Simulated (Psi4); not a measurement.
# GeF4 (tetrafluorogermane): HF/def2-SVP

Aim: the energy change on altering one bond length of GeF4 (tetrafluorogermane) at HF/def2-SVP, from 2 runs. 

The calculation is run with Psi4 1.11.

6 further runs of the same task are left out: 6 that didn't finish.

**1. The structure to begin with**

GeF4 has 5 atoms, charge 0, and is taken as a singlet. As SMILES, `[F][Ge]([F])([F])[F]`. Geometry: relaxed at PBE0-D4/def2-TZVP.

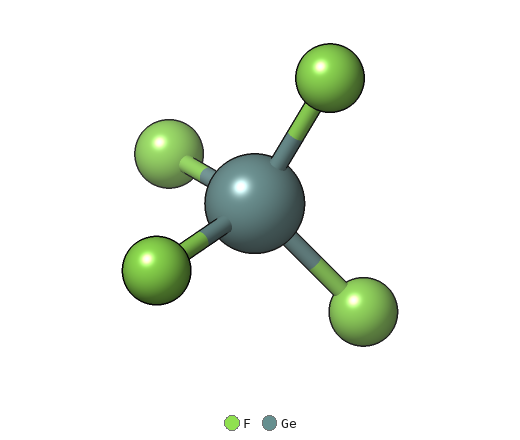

The structure, seen from a chosen angle (fluorine green, germanium teal).

**2. Energy and forces at HF/def2-SVP**

The input, job.inp:

```
memory 2200 MB

molecule {
  0 1
  F     -0.454480     0.095450     1.626500
  Ge     0.000000     0.000000     0.000000
  F      1.278170    -1.095570    -0.164850
  F     -1.316060    -0.525960    -0.923330
  F      0.492370     1.526090    -0.538320
  symmetry c1
}

set globals {
  reference     rhf
  puream        true
  e_convergence 1e-09
  d_convergence 1e-08
  scf_type      pk
}

e, wfn = gradient("hf/def2-SVP", return_wfn=True)
oeprop(wfn, "MAYER_INDICES", "QUADRUPOLE", "DIPOLE")
print_variables()
```

Run with:

```console
$ psi4 -n 1 job.inp job.out
```

job.out:

```text
[...]
  Running in c1 symmetry.
[...]
  Nuclear repulsion =  453.504144493716979
[...]
  Multiplicity = 1
[...]
  Nalpha       = 34
  Nbeta        = 34
[...]
    Number of basis functions: 88
[...]
   @RHF iter   1: -2471.93540201371798   -3.90425e+00   2.24665e-02 ADIIS/DIIS
[...]
   @RHF iter  10: -2472.67636495465376   -4.09273e-12   2.35132e-09 DIIS
[...]
    Orbital Energies [Eh]
    ---------------------
    Doubly Occupied:
       1A   -405.366606     2A    -52.284954     3A    -46.387503
       4A    -46.387503     5A    -46.387503     6A    -26.333587
       7A    -26.333558     8A    -26.333558     9A    -26.333557
      10A     -7.354351    11A     -5.334958    12A     -5.334957
      13A     -5.334957    14A     -1.827154    15A     -1.827153
      16A     -1.827152    17A     -1.807954    18A     -1.807953
      19A     -1.622659    20A     -1.576902    21A     -1.576900
      22A     -1.576897    23A     -0.849536    24A     -0.755085
      25A     -0.755083    26A     -0.755079    27A     -0.708388
      28A     -0.708384    29A     -0.684947    30A     -0.684946
      31A     -0.684945    32A     -0.680296    33A     -0.680296
      34A     -0.680295
[...]
  @RHF Final Energy: -2472.67636495465376
   => Energetics <=
    Nuclear Repulsion Energy =            453.5041444937169786
    One-Electron Energy =               -4353.1899082418976832
    Two-Electron Energy =                1427.0093987935269979
    Total Energy =                      -2472.6763649546537636
[...]
  -Total Gradient:
     Atom            X                  Y                   Z
    ------   -----------------  -----------------  -----------------
       1       -0.003140947754     0.000660531354     0.011252772713
       2        0.000002428007     0.000000468681     0.000002212927
       3        0.008841672199    -0.007580975399    -0.001138318574
       4       -0.009106613284    -0.003638522329    -0.006392409538
       5        0.003403460832     0.010558497691    -0.003724257528
[...]
 Multipole Moments:
 ------------------------------------------------------------------------------------
     Multipole            Electronic (a.u.)      Nuclear  (a.u.)        Total (a.u.)
 ------------------------------------------------------------------------------------
 L = 1.  Multiply by 2.5417464519 to convert [e a0] to [Debye]
 Dipole X            :          0.0000018            0.0000000            0.0000018
 Dipole Y            :         -0.0000174            0.0000072           -0.0000101
 Dipole Z            :          0.0000017            0.0000000            0.0000017
 Magnitude           :                                                    0.0000104
 L = 2.  Multiply by 1.3450342976 to convert [e a0^2] to [Debye ang]
 Quadrupole XX       :       -151.2154257          122.6032791          -28.6121466
 Quadrupole XY       :          0.0036710           -0.0035023            0.0001687
[...]
```

It took 4.2 s on 1 thread of Intel Xeon 6975P-C (Granite Rapids), shared host; peak memory 0.32 GiB.

**3. The distorted shape: a single-point energy at HF/def2-SVP**

The input, f4ge.json:

```json
{
 "schema_name": "qcschema_input",
 "schema_version": 1,
 "molecule": {
  "schema_name": "qcschema_molecule",
  "schema_version": 2,
  "symbols": ["F", "Ge", "F", "F", "F"],
  "geometry": [-1.22111835, 0.49089416, 3.12036302, -0.36227562, 0.3105198, 0.04672348, 2.41539124, -2.07032725, -0.31152135, -2.84926858, -0.68340056, -1.69811734, 0.56816884, 3.19441194, -0.97055389],
  "molecular_charge": 0,
  "molecular_multiplicity": 1,
  "fix_symmetry": "c1"
 },
 "driver": "energy",
 "model": {
  "method": "scf",
  "basis": "def2-SVP"
 },
 "keywords": {
  "puream": true,
  "e_convergence": 1e-09,
  "d_convergence": 1e-08,
  "scf_type": "pk",
  "scf_properties": ["MAYER_INDICES", "DIPOLE", "QUADRUPOLE"]
 }
}
```

Run with:

```console
$ psi4 --qcschema f4ge.json -n 1 --memory 2200MB
```

stdout:

```text
[...]
  Running in c1 symmetry.
[...]
  Nuclear repulsion =  438.452774640062330
[...]
  Multiplicity = 1
[...]
  Nalpha       = 34
  Nbeta        = 34
[...]
    Number of basis functions: 88
[...]
   @RHF iter   1: -2471.90824964520607   -4.24133e+00   2.23080e-02 ADIIS/DIIS
[...]
   @RHF iter  12: -2472.64205905287463    4.54747e-13   1.28968e-09 DIIS
[...]
    Orbital Energies [Eh]
    ---------------------
    Doubly Occupied:
       1A   -405.390332     2A    -52.307655     3A    -46.410933
       4A    -46.410001     5A    -46.410001     6A    -26.347913
       7A    -26.347892     8A    -26.347891     9A    -26.295968
      10A     -7.373596    11A     -5.354104    12A     -5.354104
      13A     -5.353443    14A     -1.845357    15A     -1.845356
      16A     -1.835104    17A     -1.826577    18A     -1.826577
      19A     -1.624541    20A     -1.589545    21A     -1.589541
      22A     -1.516348    23A     -0.848954    24A     -0.757782
      25A     -0.757779    26A     -0.743338    27A     -0.712104
      28A     -0.712101    29A     -0.695742    30A     -0.695740
      31A     -0.692673    32A     -0.640451    33A     -0.639864
      34A     -0.639864
[...]
  @RHF Final Energy: -2472.64205905287463
   => Energetics <=
    Nuclear Repulsion Energy =            438.4527746400623300
    One-Electron Energy =               -4322.7113284230981662
    Two-Electron Energy =                1411.6164947301615484
    Total Energy =                      -2472.6420590528741741
[...]
 Multipole Moments:
 ------------------------------------------------------------------------------------
     Multipole            Electronic (a.u.)      Nuclear  (a.u.)        Total (a.u.)
 ------------------------------------------------------------------------------------
 L = 1.  Multiply by 2.5417464519 to convert [e a0] to [Debye]
 Dipole X            :         -0.4359601            0.1385687           -0.2973914
 Dipole Y            :          0.3736583           -0.1187651            0.2548931
 Dipole Z            :          0.0562315           -0.0178715            0.0383600
 Magnitude           :                                                    0.3935526
 L = 2.  Multiply by 1.3450342976 to convert [e a0^2] to [Debye ang]
 Quadrupole XX       :       -168.9228021          139.3790921          -29.5437100
 Quadrupole XY       :         15.3039804          -14.3826990            0.9212814
[...]
```

The result, in JSON:

```text
{
 "driver": "energy",
 "model": {
  "method": "scf",
  "basis": "def2-SVP"
 },
 "success": true,
 "return_result": -2472.6420590528746,
 "properties": {
  "calcinfo_nbasis": 88,
  "calcinfo_nmo": 88,
  "calcinfo_nalpha": 34,
  "calcinfo_nbeta": 34,
  "calcinfo_natom": 5,
  "nuclear_repulsion_energy": 438.45277464006233,
  "return_energy": -2472.6420590528746,
  "scf_one_electron_energy": -4322.711328423098,
  "scf_two_electron_energy": 1411.6164947301615,
  "scf_dipole_moment": [-0.2973914224499066, 0.25489314402402075, 0.03835996378777451],
  "scf_total_energy": -2472.6420590528746,
  "scf_iterations": 12
 }
}
```

Wall time 2.2 s (1 thread of Intel Xeon 6975P-C (Granite Rapids), shared host); peak memory 0.32 GiB.

**4. Results**

Level: HF/def2-SVP.

| quantity | value |
| --- | --- |
| first shape: total energy | -2472.67636 Eh |
| first shape: dipole moment | 0.00 D |
| first shape: HOMO energy | -18.51 eV |
| first shape: LUMO energy | 2.45 eV |
| first shape: HOMO–LUMO gap | 20.96 eV |
| first shape: largest force on an atom | 0.602 eV/Å |
| distorted shape: total energy | -2472.64206 Eh |
| distorted shape: dipole moment | 1.00 D |
| distorted shape: HOMO energy | -17.41 eV |
| distorted shape: LUMO energy | 1.34 eV |
| distorted shape: HOMO–LUMO gap | 18.75 eV |
| energy change with the Ge2–F3 bond stretched from 1.691 to 1.945 Å | 0.934 eV |

**Reading.** With the Ge2–F3 bond stretched from 1.691 to 1.945 Å the energy rises by 0.93 eV (21.5 kcal/mol). The first shape isn't relaxed at this level, so the change isn't measured from a minimum. The largest force (first shape) is 0.60 eV/Å: the shape isn't a stationary point for this species at this level.
